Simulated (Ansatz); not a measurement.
# TaN: response to strain

Aim: deform TaN (equal xx and yy strain of -2 %) and compute stress, forces and field gradients with LAPW, PAW and all-electron datasets made for the crystal.

Method: DFT LDA, scalar-relativistic, in Ansatz 0.2.0.

2 further runs of the same task are left out: 2 set aside as unsound or not needed.

## Step 1: Starting point

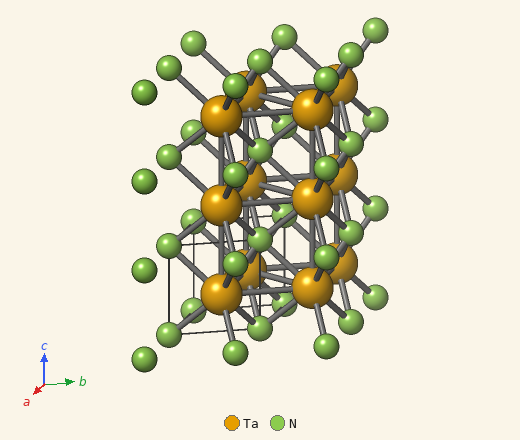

Start, viewed slightly off an axis; tantalum amber, nitrogen green. 2×2×3 cells are drawn. Atoms on the faces are drawn again on the opposite ones.

Coordinates:

```cif
data_structure
_symmetry_space_group_name_H-M 'P-6m2'
_symmetry_Int_Tables_number 187
_cell_length_a 2.9380
_cell_length_b 2.9380
_cell_length_c 2.8830
_cell_angle_alpha 90.000
_cell_angle_beta 90.000
_cell_angle_gamma 120.000
_cell_volume 21.55
loop_
_atom_site_label
_atom_site_type_symbol
_atom_site_symmetry_multiplicity
_atom_site_Wyckoff_symbol
_atom_site_fract_x
_atom_site_fract_y
_atom_site_fract_z
_atom_site_occupancy
Ta1 Ta 1 d 0.33333 0.66667 0.50000 1
N1 N 1 a 0.00000 0.00000 0.00000 1
```

The file gives the conventional cell by its symmetry; the runs use the cell typed in the input.

Atoms are numbered in the order of the input: Ta1, N2.

## Step 2: The deformed structure

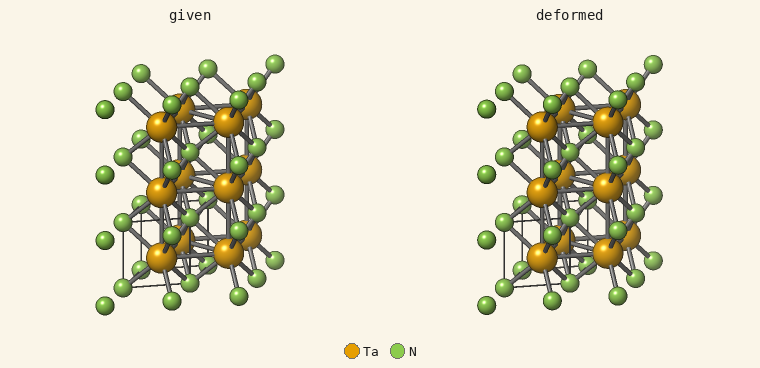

Given and deformed, at one scale.

Space group P-6m2 before, P-6m2 after.

## Step 3: LAPW, all electrons

The input, input.yaml:

```yaml
crystal:
  lattice:
    - [2.8792388812, 0.0, 0.0]
    - [-1.4396194406, 2.4934940148, 0.0]
    - [0.0, 0.0, 2.883]
  atoms:
    - { symbol: Ta, position: [0.3333333333, 0.6666666667, 0.5] }
    - { symbol: "N", position: [0.0, 0.0, 0.0] }
kpoints:
  mp_grid: { grid: [12, 12, 10] }
  band_path:
    path:
      - [0.0, 0.0, 0.0]
      - [0.5, 0.0, 0.0]
      - [0.3333333333, 0.3333333333, 0.0]
      - [0.0, 0.0, 0.0]
      - [0.0, 0.0, 0.5]
      - [0.5, 0.0, 0.5]
      - [0.3333333333, 0.3333333333, 0.5]
      - [0.0, 0.0, 0.5]
      - [0.5, 0.0, 0.5]
    npoints: 5
scf:
  occupations: { method: fermi_dirac, width: 0.02 }
hamiltonian:
  xc: lda
  pseudopotentials: { kind: all_electron, lapw: { basis_error: 0.00025 } }
output:
  forces: true
  stress: true
  eigenvalues: true
```

The run is started by

```bash
$ ansatz run input.yaml --threads 1 --pin off --max-ram 3072MiB --backend cpu --events-out ev --progress --plain --runs-dir out
```

Log, shortened:

```text
LAPW: plane waves up to 10.472 Å⁻¹, error target 2.5e-4 eV per atom; small_component_spin mean_spin; N in spheres of 0.935 Å, 7 of its electrons in bands, Dirac shells []; Ta in spheres of 1.265 Å, 45 of its electrons in bands, Dirac shells []
[...]
Pseudopotentials: kind: all_electron
Pseudopotential: Ta, LAPW, valence charge 45, Koelling and Harmon's equation, gaussian nucleus
Pseudopotential: N, LAPW, valence charge 7, Koelling and Harmon's equation, gaussian nucleus
Functional definition: SPW92
[...]
Crystal: 2 atoms, lattice volume = 20.698 Å³
Basis set: ecut = 417.83972114811394 eV, 405 PW (Γ), exchange–correlation at level 2
Bands: 32, of which v1, the nominal top of the filled ones, is band 26 counted from 1 (25 counted from 0)
Symmetry: 12 space group operations
Space group: P-6m2 (ITA 187), of the structure as read, at distance tolerance 2.7e-5 Å
k-points: 114 of 1440 (time reversal used)
[...]
SCF iter   1: F=—  HF=-425803.851143 eV  |F-HF|=—  |Δ(HF+E_count)|=         —  Δρ=1.20e-1  dr2=3.23e0  ethr=6.22e-3  ⟨swp⟩=2.0  Hψ=23107  notcnv=0
[...]
the basis was enlarged: its passes take 1.8 MiB over the memory plan, 1 of 1 planned eigensolver slots
[...]
SCF iter   8: F=-425802.462235 eV  HF=-425802.462235 eV  |F-HF|=3.84e-9  |Δ(HF+E_count)|=   4.42e-8  Δρ=4.22e-6  dr2=2.25e-9  ethr=2.64e-10  ⟨swp⟩=2.7  Hψ=11002  notcnv=0
[...]
NSCF: frozen V_eff on 41 k-points
SCF converged after 8 iterations
Free energy (F): -425802.462235 eV
[...]
E sigma→0 (E₀):  -425802.462191 eV
Entropy (-TS):   -0.000088 eV (-0.044 meV/atom)
Fermi energy:    26.272929 eV
[...]
--- Forces (eV/Å), atoms counted from 1 ---
  atom   1  Ta    -0.00000000     0.00000000     0.00000000
  atom   2  N      0.00000000    -0.00000000     0.00000000
[...]
--- Stress (GPa, compression-positive) ---
        7.017974      -0.000000       0.000000
       -0.000000       7.017974       0.000000
        0.000000       0.000000      -6.636887
  P = ⅓ Tr σ = 2.4664 GPa (24.664 kbar)
--- Band table (eV; the first three rows and the last of 114) ---
[...]
```

It took 53 s on 1 thread of Intel Xeon Platinum 8488C (Sapphire Rapids), shared host; peak memory 0.51 GiB.

Result: pressure 2.47 GPa; no gap.

## Step 4: Frozen-core PAW

The input, input.yaml:

```yaml
crystal:
  lattice:
    - [2.8792388812, 0.0, 0.0]
    - [-1.4396194406, 2.4934940148, 0.0]
    - [0.0, 0.0, 2.883]
  atoms:
    - { symbol: Ta, position: [0.3333333333, 0.6666666667, 0.5] }
    - { symbol: "N", position: [0.0, 0.0, 0.0] }
kpoints:
  mp_grid: { grid: [12, 12, 10] }
scf:
  occupations: { method: fermi_dirac, width: 0.02 }
hamiltonian:
  xc: lda
  pseudopotentials: { kind: paw }
output:
  forces: true
  stress: true
  eigenvalues: true
  efg: { contact_densities: true }
  write_density: true
  write_potential: true
  elf: true
  volumetric_format: npy
```

The run is started by

```bash
$ ansatz run input.yaml --threads 1 --pin off --max-ram 3072MiB --backend cpu --events-out ev --progress --plain --runs-dir out
```

Log, shortened:

```text
Ta: output.efg is read without spin–orbit coupling, which moves field gradients at and beside such atoms by some per cent and up to a factor of two; PAW files take it under magnetization.noncollinear and magnetization.spin_orbit
[...]
Pseudopotentials: kind: paw
Pseudopotential: Ta, paw, valence charge 13, recommended cutoff 420 eV (normal)
Pseudopotential: N, paw, valence charge 5, recommended cutoff 420 eV (normal)
Functional definition: SPW92
[...]
Crystal: 2 atoms, lattice volume = 20.698 Å³
Basis set: ecut = 420 eV, 405 PW (Γ)
Bands: 13, of which v1, the nominal top of the filled ones, is band 9 counted from 1 (8 counted from 0)
Symmetry: 12 space group operations
Space group: P-6m2 (ITA 187), of the structure as read, at distance tolerance 2.7e-5 Å
k-points: 114 of 1440 (time reversal used)
[...]
--- Forces (eV/Å), atoms counted from 1 ---
  atom   1  Ta     0.00000000    -0.00000000     0.00000000
  atom   2  N     -0.00000000    -0.00000000     0.00000000
[...]
--- Stress (GPa, compression-positive) ---
        7.090431      -0.000000       0.000000
        0.000000       7.090431       0.000000
        0.000000       0.000000      -6.549319
  P = ⅓ Tr σ = 2.5438 GPa (25.438 kbar)
--- PAW observables at the nuclei: V_zz in 10²¹ V/m², potentials from the cell's mean, atoms counted from 1 ---
  atom   1  Ta V_zz =    +5.998834   η = 0.0000   by run symmetry: allowed
            electrostatic potential = -14502.638336 V   contact ρ = 8123661.358073 e/Å³
  atom   2  N  V_zz =    +0.336203   η = 0.0000   by run symmetry: allowed
            electrostatic potential = -530.390083 V   contact ρ = 1390.252094 e/Å³
--- Band table (eV; the first three rows and the last of 114) ---
  k-point 0: bands = ["-47.5237", "-13.9130", "-13.5442", "-13.5442", "2.9454", "16.2045", "16.2045", "16.3324", "17.7068", "23.5694", "24.4022", "24.4022", "24.9040"]
[...]
```

It took 4.9 s on 1 thread of Intel Xeon Platinum 8488C (Sapphire Rapids), shared host; peak memory 0.42 GiB.

This run gives: pressure 2.54 GPa; no gap; Vzz Ta1 6.00 (η = 0.00), N2 0.34 (η = 0.00) (10²¹ V/m²).

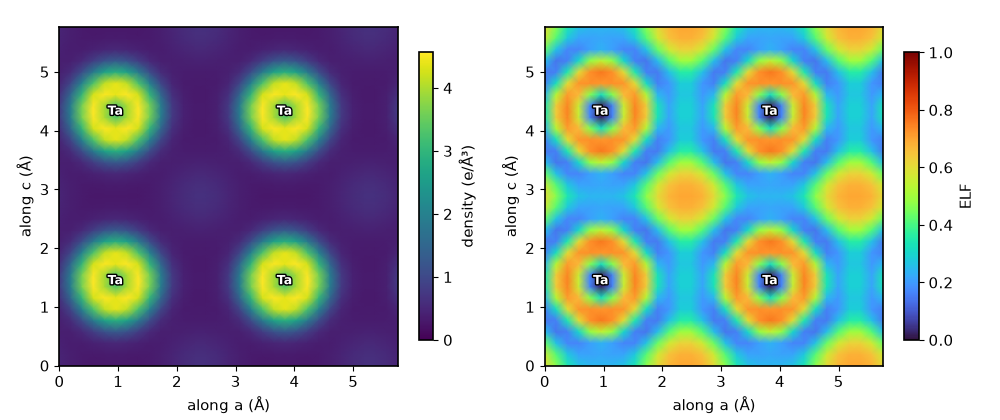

Density (left) and ELF (right) in a lattice plane of the grid's cell (edges 2.88 and 2.88 Å, at 0.667 of the third edge), which holds Ta. Only atoms in the plane are labelled. Both are smooth fields of the valence electrons: close to the nuclei they are not physical.

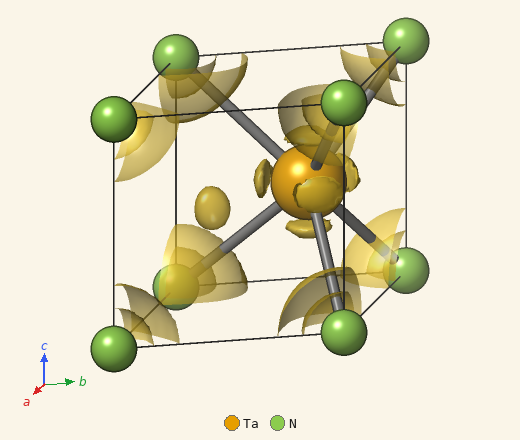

Surface of ELF = 0.74, drawn in one cell.

Outside the cores ELF peaks at 0.83 in the shell around N, 0.7 Å from N; 0.80 between the atoms, 1.7 Å from Ta.

## Step 5: All-electron PAW on datasets made for the crystal

Changes to input.yaml since step 4:

```diff
@@ -14,3 +14,3 @@
   xc: lda
-  pseudopotentials: { kind: paw }
+  pseudopotentials: { kind: all_electron, datasets: crystal }
 output:
@@ -20,5 +20 @@
   efg: { contact_densities: true }
-  write_density: true
-  write_potential: true
-  elf: true
-  volumetric_format: npy
```

The run is started by

```bash
$ ansatz run input.yaml --threads 1 --pin off --max-ram 3072MiB --backend cpu --events-out ev --progress --plain --runs-dir out
```

Log, shortened:

```text
[...]
band count auto-derived: 22 (N_el = 32.0; filled up to band 16; 20 by the electrons, moments and atoms)
Ta: output.efg is read without spin–orbit coupling, which moves field gradients at and beside such atoms by some per cent and up to a factor of two; PAW files take it under magnetization.noncollinear and magnetization.spin_orbit
[...]
Pseudopotentials: kind: all_electron
Pseudopotential: Ta, paw, valence charge 27, recommended cutoff 480 eV (normal), Koelling and Harmon's equation, gaussian nucleus
Pseudopotential: N, paw, valence charge 5, recommended cutoff 480 eV (normal), Koelling and Harmon's equation, gaussian nucleus
Functional definition: SPW92
[...]
Crystal: 2 atoms, lattice volume = 20.698 Å³
Basis set: ecut = 480 eV, 527 PW (Γ)
Bands: 22, of which v1, the nominal top of the filled ones, is band 16 counted from 1 (15 counted from 0)
Symmetry: 12 space group operations
[...]
  atom   1  Ta     0.00000000     0.00000000     0.00000000
  atom   2  N      0.00000000    -0.00000000     0.00000000
[...]
--- Stress (GPa, compression-positive) ---
        7.019689       0.000000       0.000000
       -0.000000       7.019689       0.000000
        0.000000       0.000000      -6.634682
  P = ⅓ Tr σ = 2.4682 GPa (24.682 kbar)
--- PAW observables at the nuclei: V_zz in 10²¹ V/m², potentials from the cell's mean, atoms counted from 1 ---
  atom   1  Ta V_zz =    +6.772450   η = 0.0000   by run symmetry: allowed
            electrostatic potential = -14496.404795 V   contact ρ = 8119528.442467 e/Å³
  atom   2  N  V_zz =    +0.313591   η = 0.0000   by run symmetry: allowed
            electrostatic potential = -528.322424 V   contact ρ = 1390.508400 e/Å³
--- Band table (eV; the first three rows and the last of 114) ---
  k-point 0: bands = ["-42.1255", "-8.5086", "-8.1477", "-8.1477", "6.1180", "6.1489", "6.1489", "6.1595", "6.1595", "6.1678", "6.2487", "8.4039", "21.6330", "21.6330", "21.7590", "23.1425", "28.9959", "29.8230", "29.8230", "30.3257"]
[...]
```

It took 30 s on 1 thread of Intel Xeon Platinum 8488C (Sapphire Rapids), shared host; peak memory 0.74 GiB.

In short: pressure 2.47 GPa; no gap; Vzz Ta1 6.77 (η = 0.00), N2 0.31 (η = 0.00) (10²¹ V/m²).

## Step 6: Side by side

Stress (GPa, compression positive):

```csv
method,xx,yy,zz,yz,xz,xy
"LAPW, undeformed (earlier run)",-10.98,-10.98,-12.57,0.00,0.00,0.00
LAPW,7.02,7.02,-6.64,0.00,0.00,0.00
PAW,7.09,7.09,-6.55,0.00,0.00,0.00
crystal datasets,7.02,7.02,-6.63,0.00,0.00,0.00
```

```
          method  pressure (GPa)  Vzz Ta1 (10²¹ V/m²)  Vzz N2 (10²¹ V/m²)  SCF cycles, all passes
            LAPW            2.47                    –                   –                       8
             PAW            2.54                 6.00                0.34                       6
crystal datasets            2.47                 6.77                0.31                       9
```

## Step 7: What came out

```
                                 quantity                                           value
                                 pressure  LAPW 2.47, PAW 2.54, crystal datasets 2.47 GPa
largest shear or deviatoric stress (LAPW)                                        9.10 GPa
```

Against the undeformed cell the largest change of stress is +18.00 GPa, in the xx component (others tie with it), with the atoms carried along and not relaxed. PAW: stress within 0.09 GPa of LAPW. Crystal datasets: stress within 0.01 GPa of LAPW. Spin-orbit coupling is left out, though the cell holds Ta; in elements this heavy it can shift bands and gaps by tenths of an eV.
